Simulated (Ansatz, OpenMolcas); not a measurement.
A ladder of methods for C2H5BN (SMILES B[N]C=C)

C2H5BN has 9 atoms, charge 0, and is taken as a doublet. As SMILES, `B[N]C=C`. The coordinates come from a PBE0-D4/def2-TZVP relaxation.

Quantity: the vertical energy of the quartet above the doublet, in eV. The values are calculated.

```json
{"level": "UHF/def2-SVPD", "kind": "Hartree–Fock", "program": "Ansatz", "value (eV)": "5.02"}
{"level": "USVWN5/def2-SVPD", "kind": "LDA", "program": "Ansatz", "value (eV)": "5.50"}
{"level": "U-revPBE/def2-SVPD", "kind": "GGA", "program": "Ansatz", "value (eV)": "5.34"}
{"level": "UBLYP/def2-SVPD", "kind": "GGA", "program": "OpenMolcas", "value (eV)": "5.45"}
{"level": "U-r2SCAN/def2-SVPD", "kind": "meta-GGA", "program": "Ansatz", "value (eV)": "5.26"}
{"level": "UPBE0/def2-SVPD", "kind": "global hybrid", "program": "Ansatz", "value (eV)": "5.44"}
{"level": "UMP2/def2-SVPD", "kind": "perturbation theory", "program": "Ansatz", "value (eV)": "5.97"}
{"level": "UCCSD/def2-SVPD", "kind": "coupled cluster or CI", "program": "Ansatz", "value (eV)": "5.73"}
```

The values span 5.02 to 5.97 eV. Spin contamination of the reference (⟨S²⟩ at least 0.1 too high) touches UHF/def2-SVPD, UMP2/def2-SVPD, UCCSD/def2-SVPD (up to 0.24 too high).

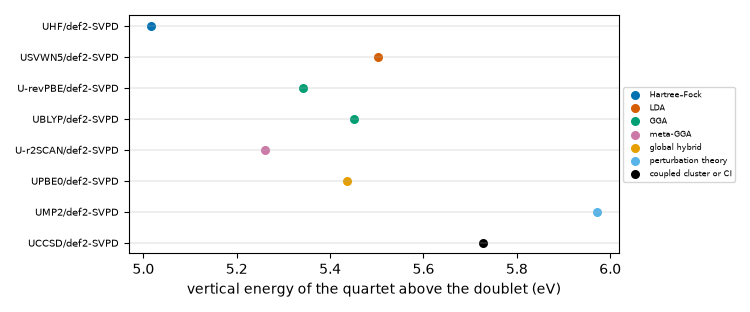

The values of the table, level by level.
